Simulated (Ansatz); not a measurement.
Input

```
crystal:
  periodic: [false, false, false]
  atoms:
    - {symbol: Si, position_ang: [-0.585836, -0.497004, 0.340729]}
    - {symbol: H, position_ang: [0.559513, -1.466023, -0.490176]}
    - {symbol: H, position_ang: [-1.539009, -1.552624, -0.091950]}
    - {symbol: H, position_ang: [-0.112243, -0.769642, 1.711255]}
    - {symbol: O, position_ang: [-1.470457, 0.805617, -0.085061]}
    - {symbol: H, position_ang: [1.068792, -0.703715, -0.360252]}
    - {symbol: Se, position_ang: [1.647571, 1.058356, 0.156931]}
    - {symbol: H, position_ang: [-1.008741, 1.640159, 0.053721]}
    - {symbol: H, position_ang: [1.440412, 1.484976, -1.235197]}
basis:
  gaussian: {orbitals: def2-TZVPP}
hamiltonian: {xc: pbe0, dispersion: d4}
output: {orbitals: {seedname: orbitals}}
```

Launched as:

```sh
ansatz run in.yaml --threads 4 --pin off --events-out ev --progress --plain --max-ram 9574MiB
```

A transition-state structure; geometry: PBE0-D4/def2-TZVP.

Theory: RKS PBE0-D4/def2-TZVPP (Ansatz 0.2.0).

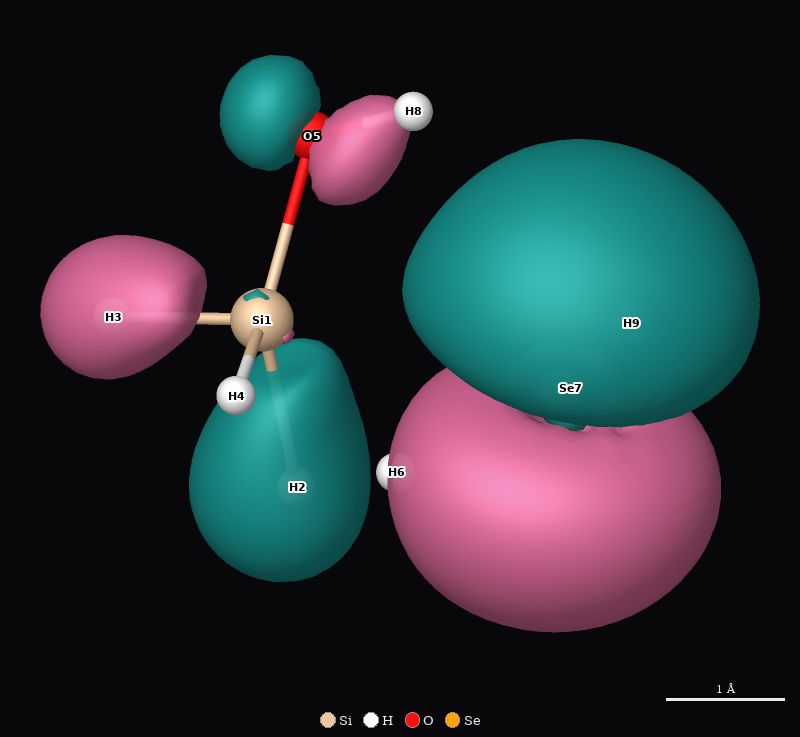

H4OSi···H···HSe. One frontier orbital at ±0.08 Å⁻³ᐟ² (teal and pink are the two phases), seen across its widest extent.

**Which orbital is it: HOMO or LUMO?**

The HOMO, at −6.88 eV. It lies mainly on Se7 (about 80 %); largely a lone pair of Se7.
